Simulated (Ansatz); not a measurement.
# What BeGa2 (built on the sites of a database entry of SrGa2) distorts into, part 2 of 3

Which phase does BeGa2 (built on the sites of a database entry of SrGa2) fall into along its unstable mode, and how much energy does it gain?

Ansatz 0.2.0; DFT LDA, scalar-relativistic, plane waves, norm-conserving pseudopotentials.

So far, highest frequency on the path or at a solved wavevector (cm⁻¹): step 2 (the dispersion) 235. Also lowest frequency on the path (cm⁻¹): step 2 -183.

The structure was built from a prototype and need not be the compound's stable phase.

### Step 6. Relaxing from the distorted cell

Starting from the lowest point found, all atoms and the cell are let go, so that strain and other modes of the same symmetry can join in.

input.yaml

```yaml
crystal:
  lattice:
    - [2.2042869533, -3.8179444975, 0.0]
    - [-2.2042934485, -3.8179407476, 0.0]
    - [0.0, 0.0, -5.1118026794]
  atoms:
    - { symbol: Be, position: [0.1178645267, -0.0589322633, 0.0] }
    - { symbol: Be, position: [-0.1178645267, 0.0589322633, 0.5] }
    - { symbol: Ga, position: [0.6666666667, 0.6666666667, 0.25] }
    - { symbol: Ga, position: [0.6666666667, 0.6666666667, 0.75] }
    - { symbol: Ga, position: [0.3333333333, 0.3333333333, 0.25] }
    - { symbol: Ga, position: [0.3333333333, 0.3333333333, 0.75] }
kpoints:
  mp_grid: { grid: [9, 9, 8] }
hamiltonian:
  xc: lda
  pseudopotentials: { kind: nc }
scf:
  occupations: { method: methfessel_paxton, width: 0.2 }
output:
  forces: true
  stress: true
  eigenvalues: true
relax:
  adjacent_minimum: "off"
  f_tol: 0.002
  max_steps: 120
  cell: { stress_tol: 0.03 }
```

Command:

```console
ansatz run input.yaml --threads 8 --pin off --max-ram 14336MiB --backend cpu --events-out ev --progress --plain --runs-dir out
```

Numbers of over 12 decimals in the logs are rounded to 6 here.

The log of the run:

```text
[...]
Crystal: 6 atoms, lattice volume = 86.040 Å³
Basis set: ecut = 1197.300995 eV, 8045 PW (Γ)
Bands: 36, of which v1, the nominal top of the filled ones, is band 30 counted from 1 (29 counted from 0)
Symmetry: 8 space group operations
[...]
k-points: 125 of 648
[...]
SCF iter   1: F=—  HF=-9062.637779 eV  |F-HF|=—  |Δ(HF+E_count)|=         —  Δρ=3.67e-2  dr2=1.13e0  ethr=3.10e-3  ⟨swp⟩=7.1  Hψ=18961  notcnv=0
[...]
SCF iter   8: F=-9062.178618 eV  HF=-9062.178618 eV  |F-HF|=9.76e-9  |Δ(HF+E_count)|=   5.22e-7  S|Δr|=    0.00e0  Δρ=4.44e-6  dr2=1.33e-8  ethr=1.67e-10  ⟨swp⟩=7.3  Hψ=23398  notcnv=0
SCF 1 converged in 8 iterations: F = -9062.178618 eV  dr2 = 1.33e-8
relax step   1: F+E_penalty+E_count = -9062.17861800 eV  Δ(F+E_penalty+E_count) = +0.000e0 eV  max|allowed force component| = 2.534e-1 eV/Å  Δτ_max = 0.0000 Å  P = +1.287 GPa  Ω = 86.040 Å³  (8 SCF iters, dr2 threshold 1.00e-7 eV, accepted)
Crystal: 6 atoms, lattice volume = 87.528 Å³
Basis set: ecut = 1197.300995 eV, 8257 PW (Γ)
[...]
SCF iter   5: F=-9062.256199 eV  HF=-9062.256199 eV  |F-HF|=1.52e-7  |Δ(HF+E_count)|=   1.73e-6  S|Δr|=    0.00e0  Δρ=2.15e-5  dr2=5.11e-7  ethr=1.00e-9  ⟨swp⟩=3.9  Hψ=20058  notcnv=0
SCF 2 converged in 5 iterations: F = -9062.256199 eV  dr2 = 5.11e-7
relax step   2: F+E_penalty+E_count = -9062.25619879 eV  Δ(F+E_penalty+E_count) = -7.758e-2 eV  max|allowed force component| = 2.033e-1 eV/Å  Δτ_max = 0.0627 Å  P = +0.117 GPa  Ω = 87.528 Å³  energy of the carried Pulay correction = -1.500e-4 eV  (5 SCF iters, dr2 threshold 6.00e-7 eV, accepted)
Crystal: 6 atoms, lattice volume = 88.212 Å³
Basis set: ecut = 1197.300995 eV, 8279 PW (Γ)
[...]
SCF iter   6: F=-9062.352439 eV  HF=-9062.352439 eV  |F-HF|=1.84e-9  |Δ(HF+E_count)|=   1.28e-8  S|Δr|=    0.00e0  Δρ=4.64e-6  dr2=1.77e-8  ethr=1.00e-9  ⟨swp⟩=5.1  Hψ=16342  notcnv=0
SCF 3 converged in 6 iterations: F = -9062.352439 eV  dr2 = 1.77e-8
relax step   3: F+E_penalty+E_count = -9062.35243907 eV  Δ(F+E_penalty+E_count) = -9.624e-2 eV  max|allowed force component| = 1.720e-1 eV/Å  Δτ_max = 0.0780 Å  P = -0.180 GPa  Ω = 88.212 Å³  energy of the carried Pulay correction = -2.182e-4 eV  (6 SCF iters, dr2 threshold 6.00e-7 eV, accepted)
[... from here on, the SCF cycles and remarks between the steps are left out ...]
relax step   4: F+E_penalty+E_count = -9062.45338117 eV  Δ(F+E_penalty+E_count) = -1.009e-1 eV  max|allowed force component| = 1.450e-1 eV/Å  Δτ_max = 0.0685 Å  P = -0.240 GPa  Ω = 88.593 Å³  energy of the carried Pulay correction = -2.558e-4 eV  (5 SCF iters, dr2 threshold 6.00e-7 eV, accepted)
relax step   5: F+E_penalty+E_count = -9062.58518074 eV  Δ(F+E_penalty+E_count) = -1.318e-1 eV  max|allowed force component| = 1.166e-1 eV/Å  Δτ_max = 0.0605 Å  P = -0.282 GPa  Ω = 88.891 Å³  energy of the carried Pulay correction = -2.852e-4 eV  (5 SCF iters, dr2 threshold 6.00e-7 eV, accepted)
relax step   6: F+E_penalty+E_count = -9062.68862921 eV  Δ(F+E_penalty+E_count) = -1.034e-1 eV  max|allowed force component| = 1.377e-1 eV/Å  Δτ_max = 0.0546 Å  P = -0.471 GPa  Ω = 89.206 Å³  energy of the carried Pulay correction = -3.161e-4 eV  (5 SCF iters, dr2 threshold 6.00e-7 eV, accepted)
relax step   7: F+E_penalty+E_count = -9062.71114604 eV  Δ(F+E_penalty+E_count) = -2.252e-2 eV  max|allowed force component| = 8.024e-3 eV/Å  Δτ_max = 0.1884 Å  P = +2.277 GPa  Ω = 87.783 Å³  energy of the carried Pulay correction = -1.755e-4 eV  (6 SCF iters, dr2 threshold 6.00e-7 eV, accepted)
relax step   8: F+E_penalty+E_count = -9062.76202374 eV  Δ(F+E_penalty+E_count) = -5.088e-2 eV  max|allowed force component| = 9.238e-2 eV/Å  Δτ_max = 0.0095 Å  P = -0.644 GPa  Ω = 90.885 Å³  energy of the carried Pulay correction = -4.793e-4 eV  (6 SCF iters, dr2 threshold 6.00e-7 eV, accepted)
relax step   9: F+E_penalty+E_count = -9062.77220259 eV  Δ(F+E_penalty+E_count) = -1.018e-2 eV  max|allowed force component| = 2.837e-2 eV/Å  Δτ_max = 0.0593 Å  P = +0.430 GPa  Ω = 90.893 Å³  energy of the carried Pulay correction = -4.800e-4 eV  (6 SCF iters, dr2 threshold 6.00e-7 eV, accepted)
relax step  10: F+E_penalty+E_count = -9062.77516378 eV  Δ(F+E_penalty+E_count) = -2.961e-3 eV  max|allowed force component| = 9.106e-3 eV/Å  Δτ_max = 0.0062 Å  P = +0.041 GPa  Ω = 91.230 Å³  energy of the carried Pulay correction = -5.124e-4 eV  (4 SCF iters, dr2 threshold 6.00e-7 eV, accepted)
relax step  11: F+E_penalty+E_count = -9062.77572070 eV  Δ(F+E_penalty+E_count) = -5.569e-4 eV  max|allowed force component| = 5.884e-3 eV/Å  Δτ_max = 0.0068 Å  P = -0.022 GPa  Ω = 91.427 Å³  energy of the carried Pulay correction = -5.312e-4 eV  (5 SCF iters, dr2 threshold 1.50e-7 eV, accepted)
relax step  12: F+E_penalty+E_count = -9062.77583772 eV  Δ(F+E_penalty+E_count) = -1.170e-4 eV  max|allowed force component| = 2.373e-3 eV/Å  Δτ_max = 0.0051 Å  P = -0.011 GPa  Ω = 91.527 Å³  energy of the carried Pulay correction = -5.408e-4 eV  (5 SCF iters, dr2 threshold 4.00e-8 eV, accepted)
relax step  13: F+E_penalty+E_count = -9062.77584189 eV  Δ(F+E_penalty+E_count) = -4.160e-6 eV  max|allowed force component| = 4.741e-4 eV/Å  Δτ_max = 0.0008 Å  P = -0.002 GPa  Ω = 91.539 Å³  energy of the carried Pulay correction = -5.420e-4 eV  (6 SCF iters, dr2 threshold 3.52e-10 eV, accepted)
relax step  14: F+E_penalty+E_count = -9062.80651800 eV  Δ(F+E_penalty+E_count) = -3.068e-2 eV  max|allowed force component| = 1.208e-3 eV/Å  Δτ_max = 0.0000 Å  P = +0.843 GPa  Ω = 91.539 Å³  stress off target by 1.93e0 GPa  SCF on the basis re-selected at this cell (its energy is not comparable with the rows above)  (6 SCF iters)
relax step  15: F+E_penalty+E_count = -9062.81855919 eV  Δ(F+E_penalty+E_count) = -1.204e-2 eV  max|allowed force component| = 3.379e-2 eV/Å  Δτ_max = 0.0464 Å  P = -0.329 GPa  Ω = 93.657 Å³  energy of the carried Pulay correction = -2.572e-4 eV  (6 SCF iters, dr2 threshold 6.00e-7 eV, accepted)
relax step  16: F+E_penalty+E_count = -9062.82015417 eV  Δ(F+E_penalty+E_count) = -1.595e-3 eV  max|allowed force component| = 2.245e-3 eV/Å  Δτ_max = 0.0110 Å  P = +0.039 GPa  Ω = 93.010 Å³  energy of the carried Pulay correction = -1.648e-4 eV  (5 SCF iters, dr2 threshold 6.00e-7 eV, accepted)
relax step  17: F+E_penalty+E_count = -9062.82017711 eV  Δ(F+E_penalty+E_count) = -2.294e-5 eV  max|allowed force component| = 1.202e-3 eV/Å  Δτ_max = 0.0012 Å  P = +0.017 GPa  Ω = 93.015 Å³  energy of the carried Pulay correction = -1.651e-4 eV  (5 SCF iters, dr2 threshold 1.98e-8 eV, accepted)
relax step  18: F+E_penalty+E_count = -9062.82017562 eV  Δ(F+E_penalty+E_count) = +1.488e-6 eV  max|allowed force component| = 1.048e-3 eV/Å  Δτ_max = 0.0004 Å  P = -0.006 GPa  Ω = 93.051 Å³  energy of the carried Pulay correction = -1.701e-4 eV  (4 SCF iters, dr2 threshold 2.66e-9 eV, accepted)
[...]
SCF iter   5: F=-9062.820402 eV  HF=-9062.820402 eV  |F-HF|=3.64e-12  |Δ(HF+E_count)|=  3.64e-12  S|Δr|=    0.00e0  Δρ=6.40e-8  dr2=3.01e-12  ethr=1.00e-12  ⟨swp⟩=5.1  Hψ=19588  notcnv=0
SCF 19 converged in 5 iterations: F = -9062.820402 eV  dr2 = 3.01e-12
relax step  19: F+E_penalty+E_count = -9062.82040220 eV  Δ(F+E_penalty+E_count) = -2.266e-4 eV  max|allowed force component| = 1.034e-3 eV/Å  Δτ_max = 0.0000 Å  P = -0.007 GPa  Ω = 93.051 Å³  stress off target by 1.71e-2 GPa  SCF on the basis re-selected at this cell (its energy is not comparable with the rows above)  (5 SCF iters)
[...]
SCF converged after 5 iterations
[...]
Free energy (F): -9062.820402 eV
[...]
Internal energy: -9062.817078 eV  (E = F + TS)
E sigma→0 (E₀):  -9062.819571 eV
Entropy (-TS):   -0.003324 eV (-0.554 meV/atom)
Fermi energy:    9.647166 eV
[...]
--- Forces (eV/Å), atoms counted from 1 ---
  atom   1  Be     0.00103424    -0.00059712    -0.00000000
  atom   2  Be    -0.00103424     0.00059712     0.00000000
  atom   3  Ga    -0.00013481     0.00007783     0.00059033
  atom   4  Ga    -0.00013481     0.00007783    -0.00059033
  atom   5  Ga     0.00013481    -0.00007783    -0.00059033
  atom   6  Ga     0.00013481    -0.00007783     0.00059033
  max |Σ_I F_I| component: 6.94e-18 eV/Å
--- Stress (GPa, compression-positive) ---
        0.000697      -0.003488      -0.000000
       -0.003488      -0.003331       0.000000
       -0.000000       0.000000      -0.017131
  P = ⅓ Tr σ = -0.0066 GPa (-0.066 kbar)
--- Band table (eV; the first three rows and the last of 125) ---
  k-point 0: bands = [... 26 lower, 6.1145, 8.5732, 10.1049, 10.1776, 10.3205, 10.4712, 11.6383, 13.2166, ... 2 higher]
  k-point 1: bands = [... 26 lower, 6.2319, 8.6470, 9.4047, 9.6727, 10.1852, 11.3040, 11.8978, 13.1644, ... 2 higher]
  k-point 2: bands = [... 26 lower, 6.8091, 8.5099, 8.8623, 8.8952, 10.1555, 11.6054, 12.2852, 12.6784, ... 2 higher]
  k-point 124: bands = [... 26 lower, 7.7980, 7.7980, 10.4704, 10.4704, 12.5103, 12.5103, 13.2901, 13.2901, ... 2 higher]
--- Relaxed structure (17 steps of the walk, 17 accepted, 2 SCFs on fresh bases) ---
  F+E_penalty+E_count = -9062.82040220 eV   max|allowed force component| = 1.034e-3 eV/Å   (the final SCF, on the basis selected at the relaxed cell)
  cell:  # Å, volume = 93.0509 Å³
    - [2.890218, -3.888813, 0]
    - [-1.922701, -3.330209, 0]
    - [0, 0, -5.440921]
  atoms:
    - { symbol: Be, position: [0.277770, -0.138885, 0] }
    - { symbol: Be, position: [-0.277770, 0.138885, 0.5] }
    - { symbol: Ga, position: [0.713925, 0.643037, 0.247102] }
    - { symbol: Ga, position: [0.713925, 0.643037, 0.752898] }
    - { symbol: Ga, position: [0.286075, 0.356963, 0.252898] }
    - { symbol: Ga, position: [0.286075, 0.356963, 0.747102] }
```

The job ended after 2.7 min (8 threads of Arm Neoverse V2, shared host; peak memory 1.7 GiB).

The steps of the relaxation:

| step | energy less that of the first step (eV) | largest force component (eV/Å) | pressure (GPa) | volume (Å³) |
| --- | --- | --- | --- | --- |
| 1 | 0.0000 | 0.2534 | 1.29 | 86.04 |
| 2 | -0.0776 | 0.2033 | 0.12 | 87.53 |
| 3 | -0.1738 | 0.1720 | -0.18 | 88.21 |
| 4 | -0.2748 | 0.1450 | -0.24 | 88.59 |
| 5 | -0.4066 | 0.1166 | -0.28 | 88.89 |
| 6 | -0.5100 | 0.1377 | -0.47 | 89.21 |
| 7 | -0.5325 | 0.0080 | 2.28 | 87.78 |
| 8 | -0.5834 | 0.0924 | -0.64 | 90.89 |
| 9 | -0.5936 | 0.0284 | 0.43 | 90.89 |
| 10 | -0.5965 | 0.0091 | 0.04 | 91.23 |
| 11 | -0.5971 | 0.0059 | -0.02 | 91.43 |
| 12 | -0.5972 | 0.0024 | -0.01 | 91.53 |
| 13 | -0.5972 | 0.0005 | 0.00 | 91.54 |
| 14* | -0.6279 | 0.0012 | 0.84 | 91.54 |
| 15 | -0.6399 | 0.0338 | -0.33 | 93.66 |
| 16 | -0.6415 | 0.0022 | 0.04 | 93.01 |
| 17 | -0.6416 | 0.0012 | 0.02 | 93.02 |
| 18 | -0.6416 | 0.0010 | -0.01 | 93.05 |
| 19* | -0.6418 | 0.0010 | -0.01 | 93.05 |

Relaxation steps marked * repeat the geometry before them on a plane-wave basis chosen anew for their cell, so energy and pressure can jump there.

Forces are held to the 8 operations that the run works with; a distortion that breaks them can't arise in this run.

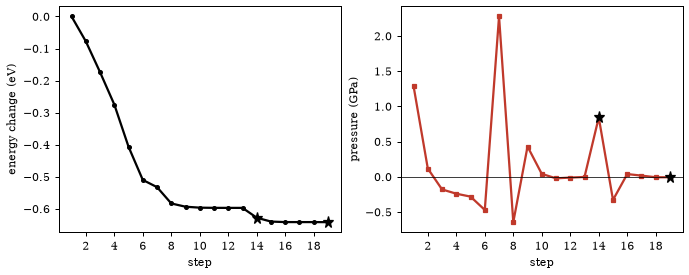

Energy and pressure along the relaxation. Stars mark steps on a basis chosen anew.

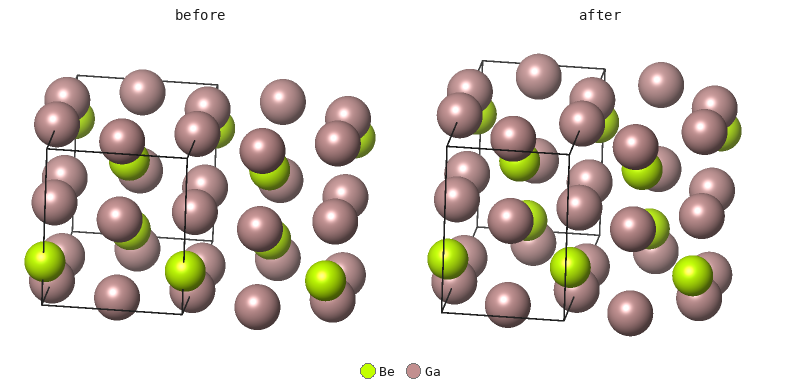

Before and after, at one scale.

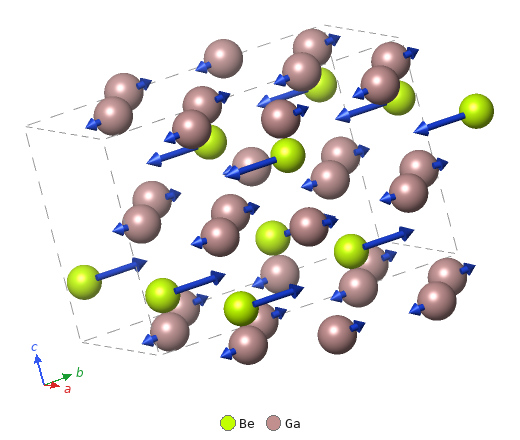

Displacements in the relaxation, exaggerated, measured against the changing cell; the longest in the cell stands for 0.71 Å. 2×1×1 conventional cells are drawn. Some periodic images of atoms are drawn too.

| cell as run | before | after | change |
| --- | --- | --- | --- |
| a (Å) | 4.409 | 4.845 | +9.9 % |
| b (Å) | 4.409 | 3.845 | -12.8 % |
| c (Å) | 5.112 | 5.441 | +6.4 % |
| γ (°) | 60.00 | 66.62 | +11.0 % |
| volume (Å³/atom) | 14.34 | 15.51 | +8.1 % |

The atoms that moved most (Å, as changes of fractional coordinates times the final cell):

| atom | dx | dy | dz | length |
| --- | --- | --- | --- | --- |
| Be1 | 0.616 | -0.356 | 0.000 | 0.711 |
| Be2 | -0.616 | 0.356 | 0.000 | 0.711 |
| Ga5 | -0.182 | 0.105 | -0.016 | 0.211 |
| Ga6 | -0.182 | 0.105 | 0.016 | 0.211 |
| Ga3 | 0.182 | -0.105 | 0.016 | 0.211 |
| Ga4 | 0.182 | -0.105 | -0.016 | 0.211 |

The relaxed structure:

```xyz
6
Lattice="2.8902 -3.8888 0.0000 -1.9227 -3.3302 0.0000 0.0000 0.0000 -5.4409" Properties=species:S:1:pos:R:3 pbc="T T T"
Be    1.0698   -0.6177    0.0000
Be   -1.0698    0.6177   -2.7205
Ga    0.8270   -4.9178   -1.3445
Ga    0.8270   -4.9178   -4.0965
Ga    0.1405   -2.3013   -1.3760
Ga    0.1405   -2.3013   -4.0649
```

This step gave:

```
pressure        : -0.006588 GPa
volume per atom : 15.51 Å³
```

The distorted start has space group Cmcm; the relaxation ends in Cmcm.

### Step 7. The new phase in its own primitive cell

The relaxed structure is symmetrised, reduced to its primitive cell and relaxed tightly, as its phonons need.

input.yaml

```yaml
crystal:
  lattice:
    - [1.9226981442, -4.4474107076, 0.0]
    - [1.9226981442, 4.4474107076, 0.0]
    - [0.0, 0.0, 5.4409206566]
  atoms:
    - { symbol: Be, position: [0.1388849466, 0.8611150534, 0.75] }
    - { symbol: Be, position: [0.8611150534, 0.1388849466, 0.25] }
    - { symbol: Ga, position: [0.3569626926, 0.6430373074, 0.5028980155] }
    - { symbol: Ga, position: [0.3569626926, 0.6430373074, 0.9971019845] }
    - { symbol: Ga, position: [0.6430373074, 0.3569626926, 0.4971019845] }
    - { symbol: Ga, position: [0.6430373074, 0.3569626926, 0.0028980155] }
kpoints:
  mp_grid: { grid: [10, 10, 8] }
hamiltonian:
  xc: lda
  pseudopotentials: { kind: nc }
scf:
  occupations: { method: methfessel_paxton, width: 0.2 }
output:
  forces: true
  stress: true
  eigenvalues: true
relax:
  adjacent_minimum: "off"
  f_tol: 0.001
  max_steps: 60
  cell: { stress_tol: 0.01 }
```

The log of the run:

```text
[...]
Crystal: 6 atoms, lattice volume = 93.051 Å³
Basis set: ecut = 1197.300995 eV, 8781 PW (Γ)
Bands: 36, of which v1, the nominal top of the filled ones, is band 30 counted from 1 (29 counted from 0)
Symmetry: 8 space group operations
[...]
k-points: 155 of 800
[...]
- [1.920075, 4.414856, -1.0050320581602704e-18]
    - [-2.8440760200892288e-18, 0, 5.499577]
  atoms:
    - { symbol: Be, position: [0.140650, 0.859350, 0.750000] }
    - { symbol: Be, position: [0.859350, 0.140650, 0.25] }
    - { symbol: Ga, position: [0.356730, 0.643270, 0.501978] }
    - { symbol: Ga, position: [0.356730, 0.643270, 0.998022] }
    - { symbol: Ga, position: [0.643270, 0.356730, 0.498022] }
    - { symbol: Ga, position: [0.643270, 0.356730, 0.0019777] }
[key lines of the parts left out:]
SCF converged after 5 iterations
Free energy (F): -9062.820805 eV
Fermi energy:    9.623852 eV
P = ⅓ Tr σ = 0.0017 GPa (0.017 kbar)
```

Run time: 94 s. Hardware: 8 threads; peak memory 1.9 GiB; 12 min of CPU time.

Relaxation path:

| step | energy less that of the first step (eV) | largest force component (eV/Å) | pressure (GPa) | volume (Å³) |
| --- | --- | --- | --- | --- |
| 1 | 0.0000 | 0.0103 | -0.02 | 93.05 |
| 2 | -0.0013 | 0.0151 | -0.03 | 93.04 |
| 3 | -0.0026 | 0.0091 | 0.05 | 92.99 |
| 4 | -0.0027 | 0.0153 | -0.08 | 93.21 |
| 5 | -0.0028 | 0.0050 | -0.02 | 93.22 |
| 6 | -0.0028 | 0.0055 | 0.04 | 93.17 |
| 7 | -0.0028 | 0.0019 | 0.00 | 93.22 |
| 8 | -0.0028 | 0.0003 | 0.00 | 93.24 |
| 9* | -0.0028 | 0.0003 | 0.00 | 93.24 |

Relaxation steps marked * repeat the geometry before them on a plane-wave basis chosen anew for their cell, so energy and pressure can jump there. Relaxation step 6 was tried and not accepted.

The run keeps the 8 symmetry operations that it works with, so distortions that break them were not tested.

| conventional cell, symmetrised | before | after | change |
| --- | --- | --- | --- |
| a (Å) | 3.845 | 3.840 | -0.1 % |
| b (Å) | 8.895 | 8.830 | -0.7 % |
| c (Å) | 5.441 | 5.500 | +1.1 % |
| volume (Å³/atom) | 15.51 | 15.54 | +0.2 % |

The atoms that moved most (Å, as changes of fractional coordinates times the final cell):

| atom | dx | dy | dz | length |
| --- | --- | --- | --- | --- |
| Be2 | 0.000 | 0.016 | 0.000 | 0.016 |
| Be1 | 0.000 | -0.016 | 0.000 | 0.016 |
| Ga4 | 0.000 | 0.002 | 0.005 | 0.005 |
| Ga6 | 0.000 | -0.002 | -0.005 | 0.005 |
| Ga3 | 0.000 | 0.002 | -0.005 | 0.005 |
| Ga5 | 0.000 | -0.002 | 0.005 | 0.005 |

The relaxed structure:

```xyz
6
Lattice="1.9201 -4.4149 0.0000 1.9201 4.4149 0.0000 0.0000 0.0000 5.4996" Properties=species:S:1:pos:R:3 pbc="T T T"
Be    1.9201    3.1730    4.1247
Be    1.9201   -3.1730    1.3749
Ga    1.9201    1.2650    2.7607
Ga    1.9201    1.2650    5.4887
Ga    1.9201   -1.2650    2.7389
Ga    1.9201   -1.2650    0.0109
```

Numbers from this step:

- pressure: 0.001743 GPa
- volume per atom: 15.54 Å³

The largest force component left is 0.28 meV/Å and the pressure is 0.002 GPa, within the tolerances set. The cell now holds 15.54 Å³/atom.

(Continued in part 3 of 3.)

[Logs are printed without paths, hosts, clocks, repeated set-up lines and the standing remarks that a program may print on its own settings, such as how far it seeks lower states.]

[Hosts, paths, dates, database ids (printed as entryN), source tags and the programs' standing remarks are cut or masked in the printed files.]
